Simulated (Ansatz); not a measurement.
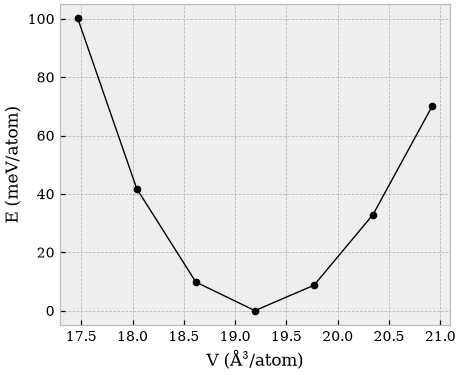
*SnIr (NiAs type, P6_3/mmc) under volume change, PBEsol (plane waves, PAW; program Ansatz), shape and atoms relaxed at each volume.*

Q: What does a third-order Birch–Murnaghan fit give for V₀, B₀ and B′?

A: V₀ = 19.19 Å³/atom, B₀ = 171 GPa, B′ = 4.9.

The workflow started from an entry of the Crystallography Open Database (COD). Its standing as an ambient phase is unchecked. The cell was relaxed with PBEsol under the symmetry of its start; its stability against distortions is not shown here. No spin polarisation was allowed. Spin–orbit coupling is left out wherever it is not named.

Potentials: the later of the program's two PAW sets.
